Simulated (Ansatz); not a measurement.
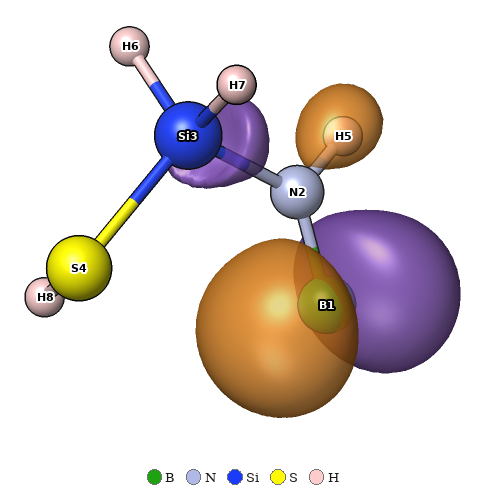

The picture shows: BH4NSSi. One frontier orbital at ±0.15 Å⁻³ᐟ² (orange and purple are the two phases), seen at a tilt.

Theory: RKS PBE-D4/def2-SVP (Ansatz 0.2.0).

```xyz
8

B    -0.5294    0.8657   -1.6415
N     0.0902    1.0130   -0.4050
Si    0.5246   -0.2567    0.7774
S    -0.4111   -2.1111    0.2468
H     0.2729    1.9963   -0.1439
H     0.1208    0.2657    2.1257
H     1.9955   -0.5409    0.7515
H    -1.6790   -1.6255    0.3757
```

### Which orbital is it: HOMO or LUMO?

The LUMO, at −2.07 eV. It lies mainly on B1 (about 70 %), N2 (about 10 %) and Si3 (about 10 %).
